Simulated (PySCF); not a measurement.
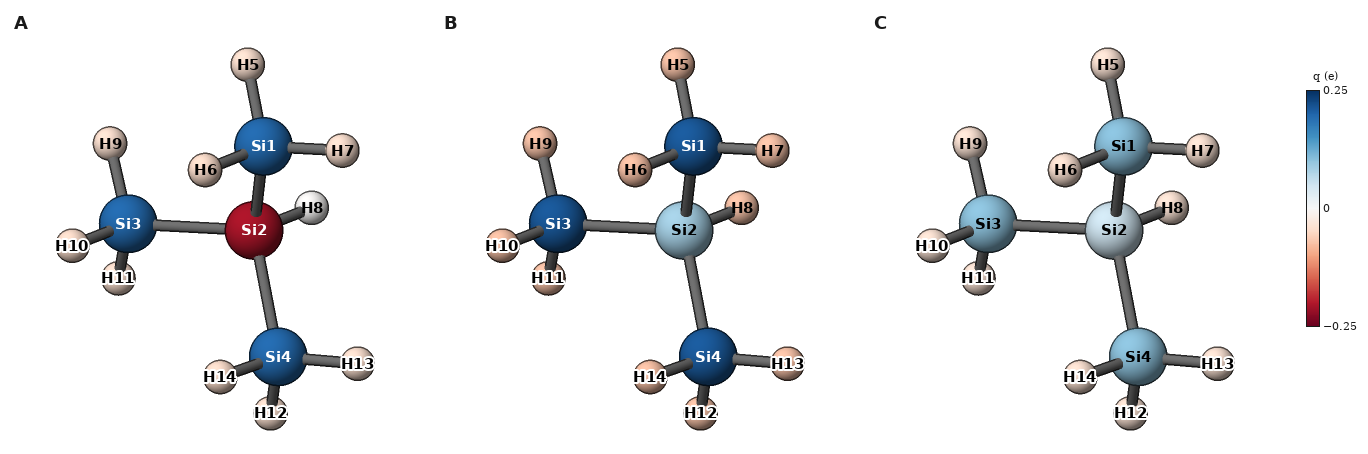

Atomic charges of one calculation by 3 schemes, on one colour scale. The computed structure is the end point of a PBE0-D3(BJ)/def2-SVP optimisation. No frequency run is at hand to confirm it as a minimum. Level of theory: PBE0/def2-SVP (PySCF 2.14.0).

The schemes are ESP-fitted, Hirshfeld, Mulliken. Which panel shows which?

A Mulliken, B Hirshfeld, C ESP-fitted.

List the charges (e), one line for each set of equivalent atoms. Atoms whose distances differ by more than 0.02 Å in this geometry are listed apart.

| atom | Mulliken | Hirshfeld | ESP-fitted |
| --- | --- | --- | --- |
| Si1, Si3, Si4 | 0.19 | 0.21 | 0.10 |
| Si2 | −0.20 | 0.09 | 0.05 |
| H5, H9, H11… | −0.04 | −0.07 | −0.04 |
| H6 | −0.04 | −0.07 | −0.04 |
| H7 | −0.04 | −0.07 | −0.04 |
| H8 | 0.00 | −0.07 | −0.04 |
| H10 | −0.04 | −0.07 | −0.04 |
| H13 | −0.04 | −0.07 | −0.04 |
| H14 | −0.04 | −0.07 | −0.04 |
